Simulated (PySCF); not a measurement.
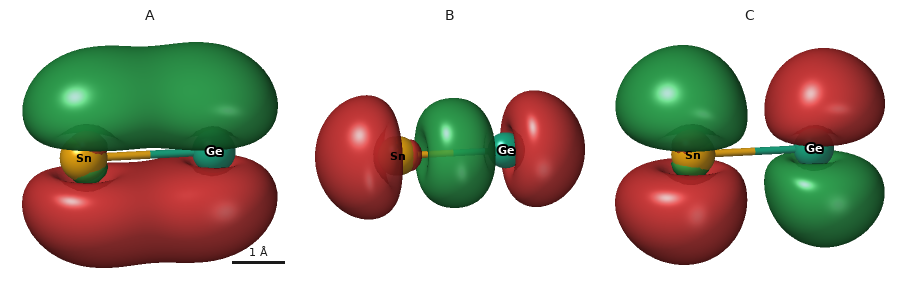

Figure 1: SnGe (charge +1, quartet). Three frontier α-spin orbitals, each drawn at the value that holds 80 % of its norm (green and red are the two phases), in no order; of a degenerate pair one member is drawn.

Core potentials replace the inner electrons of Sn.

Theory: PBE0/cc-pVDZ(-PP), non-relativistic Hamiltonian with scalar-relativistic core potentials where named, at a bond length of 2.616 Å in PySCF.

Label each orbital by symmetry, say whether it is occupied, and order them by energy.

Answer. Orbital B: σ, occupied in this spin, −12.26 eV; shared between the atoms (Sn 50 %, Ge 50 %).
Orbital A: π, occupied in this spin, −11.60 eV; bonding, with no node between the atoms.
Orbital C: π, empty in this spin, −8.05 eV; antibonding, with a node between the atoms.
